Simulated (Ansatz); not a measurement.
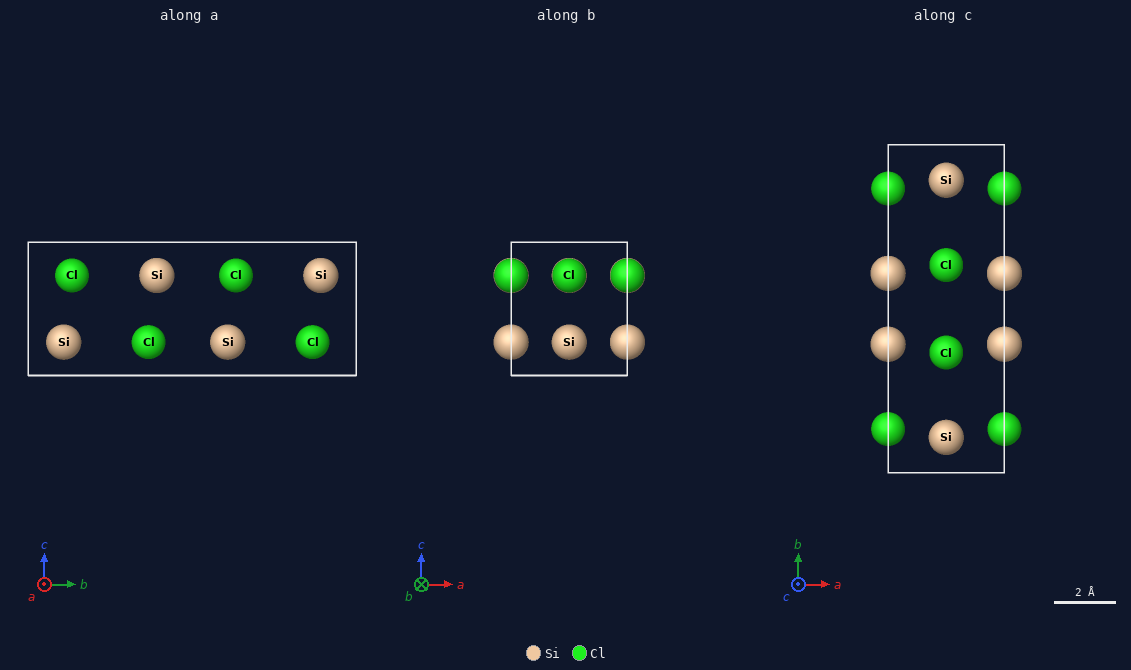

Spheres-only model, viewed along the a axis, along the b axis and along the c axis. The box is the conventional unit cell; atoms on or close to its faces, edges and corners are drawn wherever they repeat.

Lattice parameters: a = 3.824 Å, b = 10.782 Å, c = 4.382 Å, α = 90.00°, β = 90.00°, γ = 90.00°.

Record the structure as a table of Wyckoff sites, with free fractional coordinates to two decimals.

Answer. Space group Cmcm (No. 63).
```json
{"atom": "Si", "site": "4c", "x": "0.50", "y": "0.89", "z": "0.75"}
{"atom": "Cl", "site": "4c", "x": "0.50", "y": "0.63", "z": "0.75"}
```

Shown is a generated cell, made by putting these elements into a known structure type (the compound may or may not exist in this form), as it stood before any relaxation. It went into a calculation with Ansatz.
